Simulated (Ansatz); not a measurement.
# Pd wire along [110], 14 atoms a period: bands along the axis

Aim: is the Pd wire along [110], 14 atoms a period a metal or a semiconductor?

Program: Ansatz 0.2.0. Level of theory: DFT PBE, plane waves, PAW; relaxation of a wire's period; PAW set soft_1, in the first sound run; inputs show where later runs differ. Results are calculated unless marked as measured.

## 1. Set-up

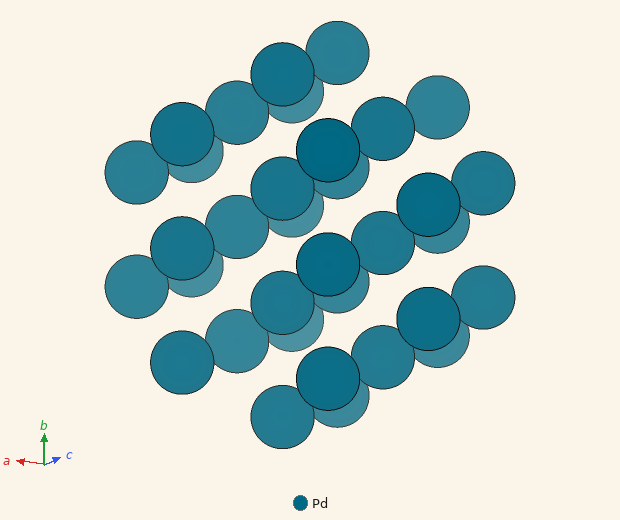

Start, viewed at a slant to the c axis; palladium blue. 1×1×2 cells are drawn. Some periodic images of atoms are drawn too.

The cell holds 14 atoms: 14 Pd. Cell: a = 14.680 Å, b = 15.158 Å, c = 2.786 Å, α = 90.0°, β = 90.0°, γ = 90.0°. Vacuum lies along a and b. The structure's axis is c.

## 2. The relaxed wire

Band widths follow the bond lengths, so the wire is relaxed first. The atoms and the third cell vector are free; the box across stays fixed as vacuum. A Fermi-Dirac smearing is set since the result may be a metal. The pressure printed is a third of the stress's trace over the whole box, vacuum included; only the stress along the axis is relaxed.

input.yaml reads:

```yaml
crystal:
  lattice:
    - [14.68, 0.0, 0.0]
    - [0.0, 15.158, 0.0]
    - [0.0, 0.0, 2.7860007179]
  atoms:
    - { symbol: Pd, position: [0.365803815, 0.683797453, 0.0] }
    - { symbol: Pd, position: [0.365803815, 0.500000071, 0.0] }
    - { symbol: Pd, position: [0.634196185, 0.683797453, 0.0] }
    - { symbol: Pd, position: [0.634196185, 0.500000071, 0.0] }
    - { symbol: Pd, position: [0.231607629, 0.40810138, 0.5] }
    - { symbol: Pd, position: [0.231607629, 0.591898762, 0.5] }
    - { symbol: Pd, position: [0.5, 0.224303998, 0.5] }
    - { symbol: Pd, position: [0.5, 0.40810138, 0.5] }
    - { symbol: Pd, position: [0.5, 0.591898762, 0.5] }
    - { symbol: Pd, position: [0.5, 0.775696144, 0.5] }
    - { symbol: Pd, position: [0.768392371, 0.40810138, 0.5] }
    - { symbol: Pd, position: [0.768392371, 0.591898762, 0.5] }
    - { symbol: Pd, position: [0.365803815, 0.316202689, 0.0] }
    - { symbol: Pd, position: [0.634196185, 0.316202689, 0.0] }
kpoints:
  mp_grid: { grid: [1, 1, 29] }
scf:
  occupations: { method: fermi_dirac, width: 0.05 }
hamiltonian:
  xc: pbe
  pseudopotentials: { kind: paw, azcp: { folder: soft_1 } }
relax:
  cell: { fix: [a, b, alpha, beta, gamma] }
  max_steps: 45
  f_tol: 0.03
```

On the command line:

```console
> ansatz run input.yaml --threads 4 --pin off --max-ram 16384MiB --backend cpu --events-out ev --progress --plain --runs-dir out
```

Numbers of over 12 decimals in the logs are rounded to 6 here.

Log:

```text
Engine: ansatz 0.2.0, aarch64-unknown-linux-gnu
Pseudopotentials: kind: paw
Pseudopotential: Pd, paw, valence charge 18, recommended cutoff 420 eV (normal), soft_1/Pd.paw.azcp
Functional definition: PBE
  parameter kappa = 0.804
  parameter beta = 0.066725
  exchange = pbe_x(kappa = kappa, mu = beta*pi^2/3)
  correlation = pbe_c(beta = beta)
Crystal: 14 atoms, lattice volume = 619.939 Å³
Basis set: ecut = 420 eV, 12115 PW (Γ), exchange–correlation on 200×216×40 points (8 copies of the dense FFT grid, shifted against one another)
Bands: 152, of which v1, the nominal top of the filled ones, is band 126 counted from 1 (125 counted from 0)
Symmetry: 8 space group operations
Space group: Pmmm (ITA 47), of the structure as read, at distance tolerance 8.5e-5 Å
k-points: 15 of 29
Non-local potential: Pd, projectors of the file, l = 0: 2, l = 1: 2, l = 2: 2, l = 3: 1
PAW form: soft (Blöchl's): semilocal exchange-correlation on the pseudo side does not see the compensation charge
PAW one-centre angular grid: Pd, 590 points (default); XC on 64 Gauss nodes
Initial density: superposition of atomic densities (neutral atoms: chi_scale 0, normalization atom)
Initial wavefunctions: pseudopotential atomic-orbital guess
Functional: x = pbe(κ = 0.804, μ = 0.219515), c = pbe(β = 0.066725)
SCF iter   1: F=—  HF=-97625.559881 eV  |F-HF|=—  |Δ(HF+E_count)|=         —  Δρ=9.48e-2  dr2=7.57e1  ethr=3.10e-3  ⟨swp⟩=6.4  Hψ=8357  notcnv=0  defer=63
preconditioner: auto → LDOS  [metal: Δε(μ)=0.011 eV  Ē_g=5.324 eV  σ=0.050 eV  W_gap=0.06  n_scr=114 (ndim 8)  ℏωp=17.6 eV  f_vac=0.582  D(μ)=27.06/eV (n_scr^D=234)  β→1.0]
SCF iter   2: F=—  HF=-97627.895172 eV  |F-HF|=—  |Δ(HF+E_count)|=    2.34e0  Δρ=1.02e-1  dr2=6.25e1  ethr=3.10e-3  ⟨swp⟩=3.7  Hψ=6024  notcnv=0  defer=179
SCF iter   3: F=—  HF=-97612.336352 eV  |F-HF|=—  |Δ(HF+E_count)|=    1.56e1  Δρ=1.69e-2  dr2=3.16e0  ethr=3.10e-3  ⟨swp⟩=3.1  Hψ=5478  notcnv=0  defer=229
SCF iter   4: F=—  HF=-97612.371227 eV  |F-HF|=—  |Δ(HF+E_count)|=   3.49e-2  Δρ=5.49e-3  dr2=1.66e0  ethr=1.25e-3  ⟨swp⟩=2.6  Hψ=3525  notcnv=0  defer=219
SCF iter   5: F=—  HF=-97612.296512 eV  |F-HF|=—  |Δ(HF+E_count)|=   7.47e-2  Δρ=3.92e-3  dr2=2.75e-1  ethr=6.57e-4  ⟨swp⟩=2.0  Hψ=2318  notcnv=0  defer=219
SCF iter   6: F=—  HF=-97612.288378 eV  |F-HF|=—  |Δ(HF+E_count)|=   8.13e-3  Δρ=1.20e-3  dr2=1.56e-2  ethr=1.09e-4  ⟨swp⟩=2.0  Hψ=2551  notcnv=0  defer=219
SCF iter   7: F=—  HF=-97612.288713 eV  |F-HF|=—  |Δ(HF+E_count)|=   3.35e-4  Δρ=5.65e-4  dr2=4.11e-3  ethr=6.19e-6  ⟨swp⟩=2.0  Hψ=3181  notcnv=0  defer=219
SCF iter   8: F=—  HF=-97612.289038 eV  |F-HF|=—  |Δ(HF+E_count)|=   3.25e-4  Δρ=2.64e-4  dr2=8.99e-4  ethr=1.63e-6  ⟨swp⟩=2.0  Hψ=3190  notcnv=0  defer=219
SCF iter   9: F=—  HF=-97612.289002 eV  |F-HF|=—  |Δ(HF+E_count)|=   3.60e-5  Δρ=1.30e-4  dr2=2.34e-4  ethr=3.57e-7  ⟨swp⟩=2.0  Hψ=2973  notcnv=0  defer=219
SCF iter  10: F=—  HF=-97612.289002 eV  |F-HF|=—  |Δ(HF+E_count)|=   3.03e-7  Δρ=8.73e-5  dr2=1.03e-4  ethr=9.30e-8  ⟨swp⟩=2.1  Hψ=2696  notcnv=0  defer=219
SCF iter  11: F=—  HF=-97612.289006 eV  |F-HF|=—  |Δ(HF+E_count)|=   3.43e-6  Δρ=4.89e-5  dr2=2.97e-5  ethr=4.07e-8  ⟨swp⟩=1.5  Hψ=2077  notcnv=0  defer=219
SCF iter  12: F=—  HF=-97612.289123 eV  |F-HF|=—  |Δ(HF+E_count)|=   1.18e-4  Δρ=1.62e-5  dr2=3.51e-6  ethr=1.18e-8  ⟨swp⟩=1.9  Hψ=2751  notcnv=0  defer=219
SCF iter  13: F=—  HF=-97612.289123 eV  |F-HF|=—  |Δ(HF+E_count)|=   1.57e-7  Δρ=9.93e-6  dr2=1.18e-6  ethr=1.39e-9  ⟨swp⟩=2.0  Hψ=3047  notcnv=0  defer=219
SCF iter  14: F=—  HF=-97612.289124 eV  |F-HF|=—  |Δ(HF+E_count)|=   2.46e-7  Δρ=5.56e-6  dr2=4.16e-7  ethr=4.67e-10  ⟨swp⟩=2.1  Hψ=2799  notcnv=0  defer=219
SCF iter  15: F=—  HF=-97612.289124 eV  |F-HF|=—  |Δ(HF+E_count)|=   1.47e-8  Δρ=3.04e-6  dr2=1.08e-7  ethr=1.65e-10  ⟨swp⟩=1.9  Hψ=2327  notcnv=0  defer=219
SCF iter  16: F=-97612.289124 eV  HF=-97612.289124 eV  |F-HF|=2.46e-8  |Δ(HF+E_count)|=   1.39e-8  Δρ=1.48e-6  dr2=3.36e-8  ethr=3.97e-11  ⟨swp⟩=4.0  Hψ=6331  notcnv=0
SCF 1 converged in 16 iterations: F = -97612.289124 eV  dr2 = 3.36e-8
  greatest PAW one-centre occupation: 0.999 electrons in one spin orbital (limit 2), on the Pd atom at site 11 (counted from 0), in its partial waves of l = 0
relax step   1: F+E_penalty+E_count = -97612.28912369 eV  Δ(F+E_penalty+E_count) = +0.000e0 eV  max|allowed force component| = 4.311e-1 eV/Å  Δτ_max = 0.0000 Å  P = -2.051 GPa  Ω = 619.939 Å³  fix = [a, b, alpha, beta, gamma]  reactions: a -1.620, b -1.291 GPa  (16 SCF iters, dr2 threshold 1.00e-7 eV, accepted)
Crystal: 14 atoms, lattice volume = 593.666 Å³
Basis set: ecut = 420 eV, 11671 PW (Γ), exchange–correlation on 200×216×40 points (8 copies of the dense FFT grid, shifted against one another)
Initial density: handed on by an earlier stage of this run
Initial wavefunctions: those handed on with the density
iter 1 solved again at ethr=6.41e-4 eV; its pass at ethr=3.10e-3 eV (dr2=1.61e0 eV) is discarded
SCF iter   1: F=—  HF=-97612.681966 eV  |F-HF|=—  |Δ(HF+E_count)|=         —  Δρ=1.43e-2  dr2=1.63e0  ethr=6.41e-4  ⟨swp⟩=3.5  Hψ=11629  notcnv=0
preconditioner: auto → LDOS  [metal: Δε(μ)=0.005 eV  Ē_g=6.426 eV  σ=0.050 eV  W_gap=0.03  n_scr=98 (ndim 8)  ℏωp=18.0 eV  f_vac=0.581  D(μ)=32.58/eV (n_scr^D=318)  β→1.0]
SCF iter   2: F=—  HF=-97612.590304 eV  |F-HF|=—  |Δ(HF+E_count)|=   9.17e-2  Δρ=9.67e-3  dr2=9.95e-1  ethr=6.41e-4  ⟨swp⟩=4.0  Hψ=4242  notcnv=0
SCF iter   3: F=—  HF=-97612.418127 eV  |F-HF|=—  |Δ(HF+E_count)|=   1.72e-1  Δρ=3.42e-3  dr2=1.38e-1  ethr=3.95e-4  ⟨swp⟩=2.9  Hψ=3888  notcnv=0  defer=52
SCF iter   4: F=—  HF=-97612.412229 eV  |F-HF|=—  |Δ(HF+E_count)|=   5.90e-3  Δρ=1.73e-3  dr2=4.84e-2  ethr=5.47e-5  ⟨swp⟩=2.1  Hψ=3669  notcnv=0  defer=208
SCF iter   5: F=—  HF=-97612.408479 eV  |F-HF|=—  |Δ(HF+E_count)|=   3.75e-3  Δρ=8.41e-4  dr2=6.85e-3  ethr=1.92e-5  ⟨swp⟩=2.0  Hψ=3054  notcnv=0  defer=208
SCF iter   6: F=—  HF=-97612.408223 eV  |F-HF|=—  |Δ(HF+E_count)|=   2.56e-4  Δρ=2.53e-4  dr2=8.27e-4  ethr=2.72e-6  ⟨swp⟩=2.0  Hψ=3075  notcnv=0  defer=208
SCF iter   7: F=—  HF=-97612.407908 eV  |F-HF|=—  |Δ(HF+E_count)|=   3.15e-4  Δρ=9.52e-5  dr2=1.59e-4  ethr=3.28e-7  ⟨swp⟩=2.0  Hψ=3069  notcnv=0  defer=208
SCF iter   8: F=—  HF=-97612.407913 eV  |F-HF|=—  |Δ(HF+E_count)|=   5.52e-6  Δρ=5.19e-5  dr2=4.79e-5  ethr=6.32e-8  ⟨swp⟩=2.0  Hψ=2921  notcnv=0  defer=208
SCF iter   9: F=—  HF=-97612.407915 eV  |F-HF|=—  |Δ(HF+E_count)|=   1.50e-6  Δρ=1.97e-5  dr2=7.85e-6  ethr=1.90e-8  ⟨swp⟩=1.8  Hψ=2526  notcnv=0  defer=208
[...]
SCF 3 converged in 10 iterations: F = -97612.596990 eV  dr2 = 7.04e-7
relax step   3: F+E_penalty+E_count = -97612.59699000 eV  Δ(F+E_penalty+E_count) = -1.891e-1 eV  max|allowed force component| = 5.050e-2 eV/Å  Δτ_max = 0.0801 Å  P = -0.222 GPa  Ω = 602.447 Å³  energy of the carried Pulay correction = +2.131e-3 eV  fix = [a, b, alpha, beta, gamma]  reactions: a -0.044, b -0.167 GPa  (10 SCF iters, dr2 threshold 1.40e-6 eV, accepted)
[...]
relax step   4: F+E_penalty+E_count = -97612.60525645 eV  Δ(F+E_penalty+E_count) = -8.266e-3 eV  max|allowed force component| = 3.921e-2 eV/Å  Δτ_max = 0.0327 Å  P = -0.052 GPa  Ω = 598.840 Å³  energy of the carried Pulay correction = +2.578e-3 eV  fix = [a, b, alpha, beta, gamma]  reactions: a -0.015, b -0.113 GPa  (10 SCF iters, dr2 threshold 5.20e-7 eV, accepted)
[...]
relax step   5: F+E_penalty+E_count = -97612.60645673 eV  Δ(F+E_penalty+E_count) = -1.200e-3 eV  max|allowed force component| = 1.248e-2 eV/Å  Δτ_max = 0.0146 Å  P = +0.003 GPa  Ω = 598.142 Å³  energy of the carried Pulay correction = +2.665e-3 eV  fix = [a, b, alpha, beta, gamma]  reactions: a +0.000, b -0.043 GPa  (10 SCF iters, dr2 threshold 9.61e-8 eV, accepted)
[...]
relax step   6: F+E_penalty+E_count = -97612.60666026 eV  Δ(F+E_penalty+E_count) = -2.035e-4 eV  max|allowed force component| = 8.303e-3 eV/Å  Δτ_max = 0.0083 Å  P = -0.020 GPa  Ω = 598.246 Å³  energy of the carried Pulay correction = +2.652e-3 eV  fix = [a, b, alpha, beta, gamma]  reactions: a -0.027, b -0.044 GPa  (10 SCF iters, dr2 threshold 6.65e-9 eV, accepted)
Basis set: ecut = 420 eV, 11755 PW (Γ), exchange–correlation on 200×216×36 points (8 copies of the dense FFT grid, shifted against one another)
Initial wavefunctions: pseudopotential atomic-orbital guess (no wavefunctions were taken with the density)
iter 1 solved again at ethr=2.09e-7 eV; its pass at ethr=3.10e-3 eV (dr2=5.27e-4 eV) is discarded
SCF iter   1: F=—  HF=-97612.603001 eV  |F-HF|=—  |Δ(HF+E_count)|=         —  Δρ=7.58e-5  dr2=6.64e-6  ethr=2.09e-7  ⟨swp⟩=4.5  Hψ=16783  notcnv=0
preconditioner: auto → LDOS  [metal: Δε(μ)=0.003 eV  Ē_g=6.358 eV  σ=0.050 eV  W_gap=0.02  n_scr=98 (ndim 8)  ℏωp=18.0 eV  f_vac=0.572  D(μ)=34.78/eV (n_scr^D=366)  β→1.0]
SCF iter   2: F=—  HF=-97612.602686 eV  |F-HF|=—  |Δ(HF+E_count)|=   3.15e-4  Δρ=4.04e-5  dr2=6.55e-6  ethr=2.63e-9  ⟨swp⟩=2.8  Hψ=4475  notcnv=0
SCF iter   3: F=—  HF=-97612.602685 eV  |F-HF|=—  |Δ(HF+E_count)|=   1.82e-6  Δρ=1.22e-5  dr2=7.73e-7  ethr=2.60e-9  ⟨swp⟩=2.0  Hψ=3948  notcnv=0
SCF iter   4: F=—  HF=-97612.602684 eV  |F-HF|=—  |Δ(HF+E_count)|=   1.06e-7  Δρ=2.69e-6  dr2=4.38e-8  ethr=3.07e-10  ⟨swp⟩=3.5  Hψ=5213  notcnv=0
SCF iter   5: F=—  HF=-97612.602684 eV  |F-HF|=—  |Δ(HF+E_count)|=   1.37e-9  Δρ=7.90e-7  dr2=2.03e-9  ethr=1.74e-11  ⟨swp⟩=2.3  Hψ=3300  notcnv=0
SCF iter   6: F=—  HF=-97612.602684 eV  |F-HF|=—  |Δ(HF+E_count)|=   1.95e-9  Δρ=2.87e-7  dr2=6.59e-10  ethr=1.00e-12  ⟨swp⟩=2.0  Hψ=3415  notcnv=0
SCF iter   7: F=—  HF=-97612.602684 eV  |F-HF|=—  |Δ(HF+E_count)|=  7.28e-11  Δρ=9.06e-8  dr2=1.74e-10  ethr=1.00e-12  ⟨swp⟩=2.0  Hψ=2488  notcnv=0
SCF iter   8: F=-97612.602684 eV  HF=-97612.602684 eV  |F-HF|=2.91e-11  |Δ(HF+E_count)|=  4.37e-11  Δρ=5.63e-8  dr2=6.46e-11  ethr=1.00e-12  ⟨swp⟩=4.1  Hψ=6833  notcnv=0
SCF 7 converged in 8 iterations: F = -97612.602684 eV  dr2 = 6.46e-11
  greatest PAW one-centre occupation: 0.999 electrons in one spin orbital (limit 2), on the Pd atom at site 10 (counted from 0), in its partial waves of l = 0
relax step   7: F+E_penalty+E_count = -97612.60268446 eV  Δ(F+E_penalty+E_count) = +3.976e-3 eV  max|allowed force component| = 8.331e-3 eV/Å  Δτ_max = 0.0000 Å  P = -0.010 GPa  Ω = 598.246 Å³  fix = [a, b, alpha, beta, gamma]  reactions: a -0.021, b -0.039 GPa  stress off target by 2.78e-2 GPa on what of the cell is left free  SCF on the basis re-selected at this cell (its energy is not comparable with the rows above)  (8 SCF iters)
basis re-selected at this cell: Δ(F+E_penalty+E_count) = +3.976e-3 eV, ΔP = +0.010 GPa vs the last step (what re-selecting the basis moved, of the pressure what is left beyond the Pulay correction that the steps carried, after the strain that the cell walked since its last selection, with what the two solves' SCF thresholds leave and, on support functions, any second-order correction that the steps lacked; it is no measure of the basis error at this ecutwfc). The dense FFT grid was sized anew with the basis: this SCF ran on 100×108×18 points, the steps before it on 100×108×20, so part of this shift can come from that change (see relax.cell in the input reference). [rest of the remark cut]
SCF converged after 8 iterations
Free energy (F): -97612.602684 eV
Harris-Foulkes:  -97612.602684 eV  (|F-HF|=2.91e-11)
Internal energy: -97612.324200 eV  (E = F + TS)
E sigma→0 (E₀):  -97612.463442 eV
Entropy (-TS):   -0.278485 eV (-19.892 meV/atom)
Fermi energy:    3.503464 eV
--- Per-component energies (eV) ---
  E_band       = -5919.214651
  E_kinetic    = 6283.729368
  E_local      = -183504.468918  (includes V_loc(G=0)·N_el)
  E_nonlocal   = 5198.544403
  E_hartree    = 87263.396113
  E_xc         = -1927.248878
  E_vxc        = -2435.172087  (∫ρ·V_xc dr)
  E_paw        = -53361.209887  (= ΣΔE_a)
  E_vpaw       = -5988.642185  (= ΣTr[D̂ρ^β])
  E_aug_tail   = 0.003278  (compensation charges beyond the density's cutoff)
  E_ewald      = 42434.930321
  E_smearing   = -0.278485  (= −TS)
  E_closure    = -0.000000  (closes the sum)
  Σ components = -97612.602684   (vs F -97612.602684, Δ=0.00e0)
--- Forces (eV/Å), atoms counted from 1 ---
  atom   1  Pd     0.00329743    -0.00004459    -0.00000000
  atom   2  Pd     0.00214736    -0.00000000    -0.00000000
  atom   3  Pd    -0.00329743    -0.00004459    -0.00000000
  atom   4  Pd    -0.00214736     0.00000000     0.00000000
  atom   5  Pd    -0.00346526     0.00231806     0.00000000
  atom   6  Pd    -0.00346526    -0.00231806    -0.00000000
  atom   7  Pd    -0.00000000     0.00581194     0.00000000
  atom   8  Pd     0.00000000    -0.00833113    -0.00000000
  atom   9  Pd    -0.00000000     0.00833113     0.00000000
  atom  10  Pd     0.00000000    -0.00581194    -0.00000000
  atom  11  Pd     0.00346526     0.00231806     0.00000000
  atom  12  Pd     0.00346526    -0.00231806    -0.00000000
  atom  13  Pd     0.00329743     0.00004459     0.00000000
  atom  14  Pd    -0.00329743     0.00004459     0.00000000
  max |Σ_I F_I| component: 4.34e-19 eV/Å
--- Stress (GPa, compression-positive) ---
       -0.020668       0.000000       0.000000
        0.000000      -0.038564      -0.000000
        0.000000      -0.000000       0.027793
  P = ⅓ Tr σ = -0.0105 GPa (-0.105 kbar)
--- Relaxed structure (6 steps of the walk, 6 accepted, 1 SCFs on fresh bases) ---
  F+E_penalty+E_count = -97612.60268446 eV   max|allowed force component| = 8.331e-3 eV/Å   (the final SCF, on the basis selected at the relaxed cell)
  cell:  # Å, volume = 598.2460 Å³
    - [14.68, 0, 0]
    - [0, 15.158, 0]
    - [0, 0, 2.688511]
  atoms:
    - { symbol: Pd, position: [0.360946, 0.684861, 3.212234849285521e-19] }
    - { symbol: Pd, position: [0.365629, 0.500000, 0] }
    - { symbol: Pd, position: [0.639054, 0.684861, 3.2122348492855203e-19] }
    - { symbol: Pd, position: [0.634371, 0.500000, 0] }
    - { symbol: Pd, position: [0.231848, 0.410263, 0.5] }
    - { symbol: Pd, position: [0.231848, 0.589737, 0.5] }
    - { symbol: Pd, position: [0.5, 0.232343, 0.5] }
    - { symbol: Pd, position: [0.5, 0.409536, 0.5] }
    - { symbol: Pd, position: [0.5, 0.590464, 0.5] }
    - { symbol: Pd, position: [0.5, 0.767657, 0.5] }
    - { symbol: Pd, position: [0.768152, 0.410263, 0.5] }
    - { symbol: Pd, position: [0.768152, 0.589737, 0.5] }
    - { symbol: Pd, position: [0.360946, 0.315139, -3.2122348492855193e-19] }
    - { symbol: Pd, position: [0.639054, 0.315139, -3.212234849285521e-19] }
```

It took 3.5 min on 4 threads of Arm Neoverse V2, shared host; peak memory 2.3 GiB.

(Continued in part 2 of 2.)

[Logs are printed without paths, hosts, clocks, repeated set-up lines and the standing remarks that a program may print on its own settings, such as how far it seeks lower states.]

[Hosts, paths, dates, database ids (printed as entryN), source tags and the programs' standing remarks are cut or masked in the printed files.]
